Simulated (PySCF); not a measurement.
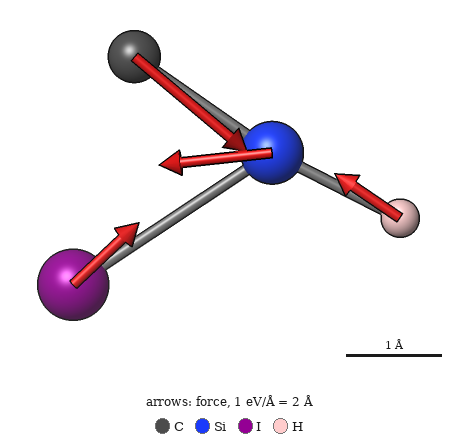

Starting geometry of CHISi with the computed forces as red arrows. Style: ball-and-stick. Shown at a tilt.

It is one of the separated reactants of a reaction.

Theory: RKS PBE0-D4/def2-TZVP, density fitting in PySCF. 

Question: What follows when this structure is relaxed?

Answer: It isn't relaxed: the largest force vector, on the C atom, is 0.78 eV/Å. The final displacements follow the starting forces only in part (cosine between the two patterns 0.74). Over 4 geometry steps the energy falls by 0.034 eV. The Si atom moves most after the best rigid fit: 0.051 Å. Largest moves by element: Si 0.051 Å, H 0.042 Å, C 0.036 Å, I 0.015 Å. Among the contacts that change: I–Si 2.540 → 2.479 Å, C–Si 1.770 → 1.740 Å, H–Si 1.513 → 1.486 Å. Among the angles between lasting bonds that change: C–Si–H 172.1° → 167.1°, I–Si–H 118.9° → 122.3°.
